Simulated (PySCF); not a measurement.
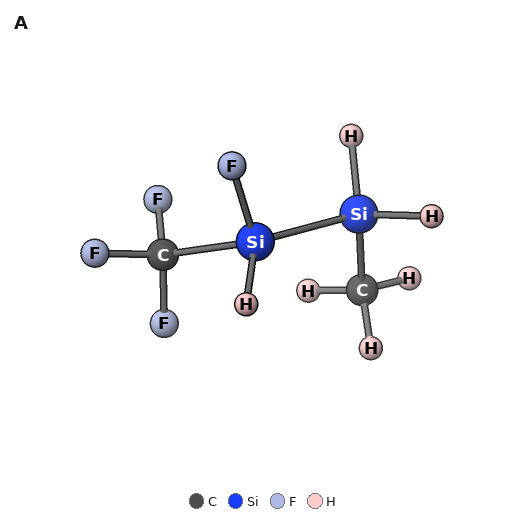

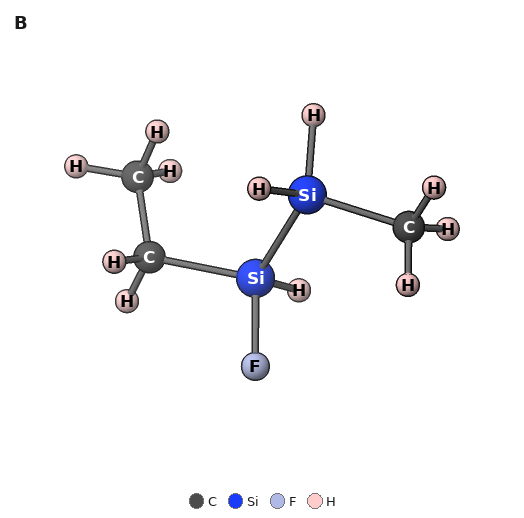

Two related species, optimised with GFN2-xTB; properties computed with PySCF 2.14.0. Both: charge 0, singlet.

**What are A and B?**

A is C2H6F4Si2 (C[SiH2][Si@@H](F)C(F)(F)F), B is C3H11FSi2 (CC[Si@H](F)[SiH2]C).

Compare them. With CAM-B3LYP/def2-SVPD: dipole moment (D), HOMO–LUMO gap (eV), HOMO energy (Kohn–Sham orbital) (eV), lowest vertical singlet excitation (eV), mean static polarisability (bohr³).

| quantity | A | B |
| --- | --- | --- |
| dipole moment (D) | 3.60 | 1.62 |
| HOMO–LUMO gap (eV) | 9.99 | 9.85 |
| HOMO energy (Kohn–Sham orbital) (eV) | −10.24 | −9.28 |
| lowest vertical singlet excitation (eV) | 6.54 | 6.47 |
| mean static polarisability (bohr³) | 80.6 | 91.3 |

Each is one conformer, and no frequency run is at hand to confirm it as a minimum.

The geometry is semi-empirical. Around Si such bond lengths and angles can be off by a tenth of an ångström or more and by several degrees, and values that hang on the shape move with them.
